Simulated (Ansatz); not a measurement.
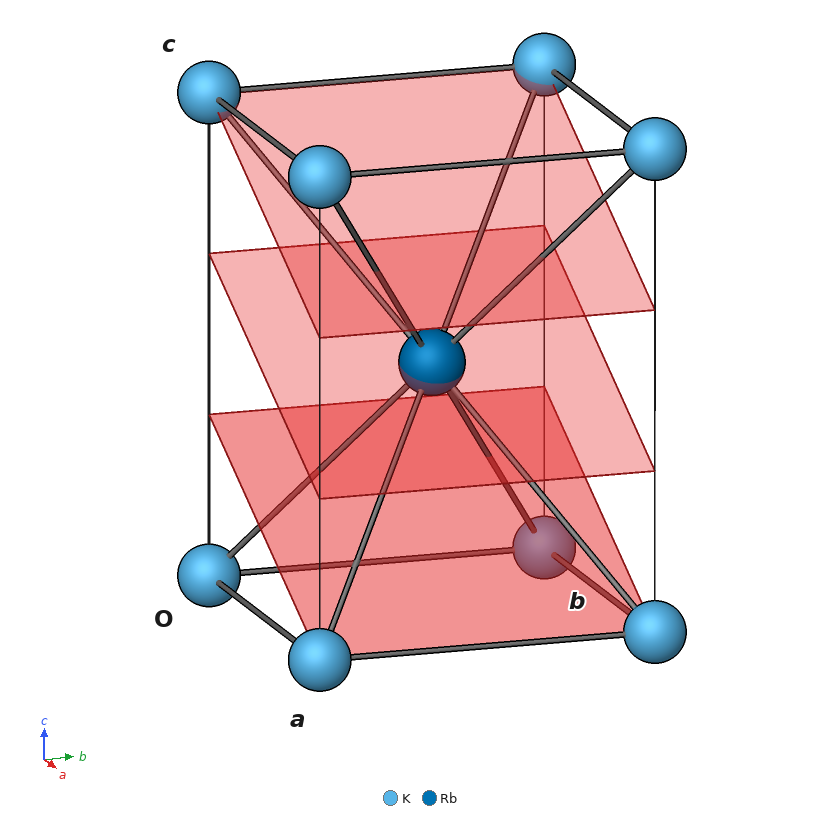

For KRb, coordinates from a relaxation with DFT PBEsol, scalar-relativistic, plane waves, PAW (Ansatz 0.2.0); the starting structure was generated, so it need not be a known form of this composition: every member of one family of equally spaced planes, hx + ky + lz = a whole number, that cuts the unit cell is shaded (one member passes through the origin O, touching the cell only at an edge or corner). The drawing is computed from the coordinates (standard cell, symmetry found to 0.002 Å).

a = 4.815 Å, b = 4.815 Å, c = 6.807 Å, α = 90.00°, β = 90.00°, γ = 90.00°.

Question: Index the planes.

Answer: (1 0 3); the opposite sign names the same planes. The member next to the origin meets the axes a at 1, b never, c at 1/3.

Question: What is the spacing?

Answer: d = 2.053 Å.

Question: Which atoms of the cell lie in these planes (within 0.03 Å)?

Answer: The K atom, the Rb atom.
